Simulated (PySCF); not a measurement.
SMILES Oc1ccc(-c2ccco2)cc1 (C10H8O2), singlet at its GFN2-xTB optimised geometry (Å):

```
20

O     -2.3484    -3.6084     0.0010
C     -1.6229    -2.4582     0.0000
C     -2.3072    -1.2450    -0.0003
C     -1.6108    -0.0566    -0.0009
C     -0.2140    -0.0453    -0.0007
C      0.5273     1.2003    -0.0002
C      0.1131     2.5095    -0.0347
C      1.2828     3.3004    -0.0137
C      2.3240     2.4256     0.0320
O      1.8810     1.1595     0.0399
C      0.4618    -1.2659     0.0000
C     -0.2326    -2.4582     0.0000
H     -1.7554    -4.3696     0.0017
H     -3.3854    -1.2606     0.0006
H     -2.1533     0.8752     0.0001
H     -0.8946     2.8682    -0.0726
H      1.3390     4.3696    -0.0305
H      3.3854     2.5737     0.0617
H      1.5409    -1.2717    -0.0002
H      0.3045    -3.3980     0.0000
```

Method: PySCF 2.14.0 with B3LYP/def2-SVP. Cells within 0.4 Å of a nucleus heavier than hydrogen are left out (blank, or x).

Map of the Laplacian of the electron density (e/bohr⁵), clipped to [-1.50, 1.50] on the plane z = 0.0 Å:

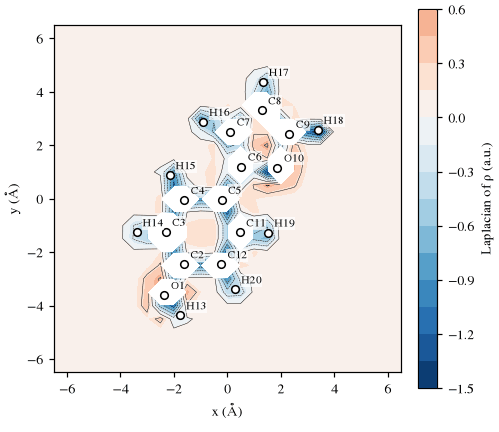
Fig. 1. Laplacian of the electron density (e/bohr⁵), clipped to [-1.50, 1.50] on the plane z = 0.0 Å.
